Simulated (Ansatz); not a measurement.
BGeH$_{5}$S (SMILES B[S][GeH3])

Input

```
crystal:
  periodic: [false, false, false]
  atoms:
    - {symbol: B, position_ang: [-2.301044, -0.968802, -0.120574]}
    - {symbol: Ge, position_ang: [0.309869, -0.348042, 1.520198]}
    - {symbol: S, position_ang: [-1.060543, 0.308141, -0.172754]}
    - {symbol: H, position_ang: [-3.191707, -0.874503, -0.939917]}
    - {symbol: H, position_ang: [-2.259287, -1.878517, 0.684213]}
    - {symbol: H, position_ang: [0.849581, -1.763052, 1.202256]}
    - {symbol: H, position_ang: [-0.496111, -0.346115, 2.841278]}
    - {symbol: H, position_ang: [1.462108, 0.684876, 1.574164]}
basis:
  gaussian: {orbitals: def2-TZVPD}
hamiltonian: {xc: {name: PBE0}}
output: {forces: true, orbitals: {seedname: orbitals}}
```

Launched as:

```sh
ansatz run input.yaml --threads 2 --pin off --max-ram 4350MiB --events-out events.jsonl --progress --plain --runs-dir runs
```

Geometry: PBE-D3(BJ)/def2-SVP.

These are results of Ansatz, isolated molecule in a Gaussian basis; Kohn-Sham density functional theory, functional PBE0, not measurements.

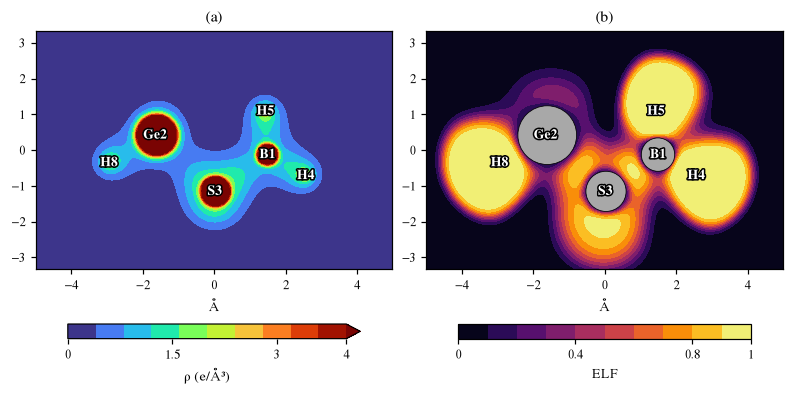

Figure 1. (a) total electron density; (b) ELF on the plane of atoms B1, S3 and Ge2. Grey discs cover the atomic cores in the ELF map.

Question: Interpret the plot.

Answer: The section cuts through B, Ge, S and H sites. B–S (1.78 Å): the density is about 1.3 e/Å³ at the midpoint; the ELF peaks at about 0.90 between the atoms: a covalent bond. Ge–S (2.27 Å): ρ at the midpoint is about 0.69 e/Å³; the ELF peaks at about 0.90 in the valence shell of S, 0.9 Å from its nucleus, and is about 0.80 at the midpoint. B–H (1.21 Å): the density is about 1.2 e/Å³ at the midpoint; the ELF climbs to about 1 towards the hydrogen, as it does in any bond to H; a covalent bond by its length. Ge–H (1.55 Å): ρ is about 1 e/Å³ halfway; the ELF climbs to about 1 towards the hydrogen. The ELF also peaks beside S3, away from the bonds: lone-pair regions.

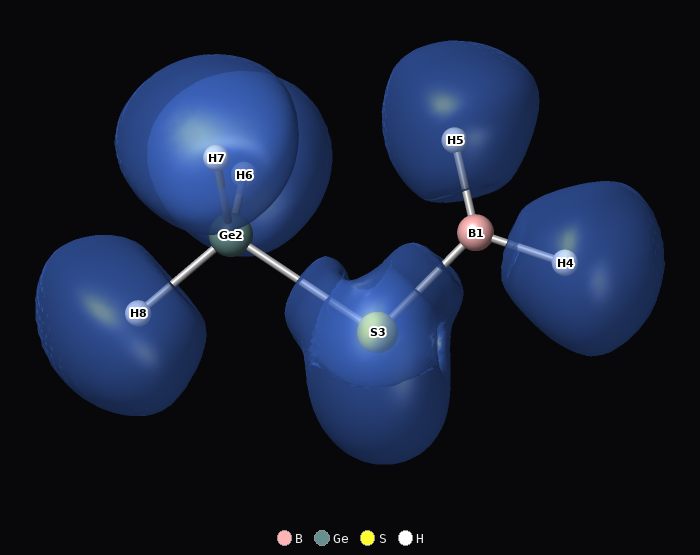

Figure 2. Isosurface of the electron localisation function at 0.75 (blue), seen across its widest extent. Core shells and regions of very low density are left out.

Question: What do the ELF domains correspond to?

Answer: The surface consists of five regions around hydrogen nuclei and one region on S in which the atom's valence shell and bonds are merged.

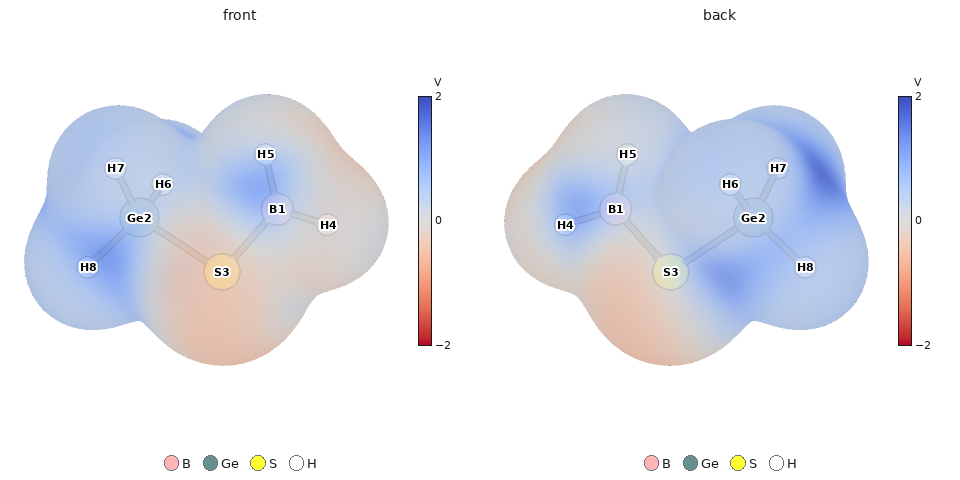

Figure 3. The molecular electrostatic potential painted on the density surface at 0.002 e/bohr³, seen from the front and from behind; the colour scale runs from red (negative) to blue (positive).

Question: Where is the surface potential most negative and most positive?

Answer: The most negative region (about −0.4 V) lies over S3, the most positive (about +1.6 V) over Ge2.

Question: How polar is the molecule by this calculation?

Answer: Its dipole moment is 1.50 D.
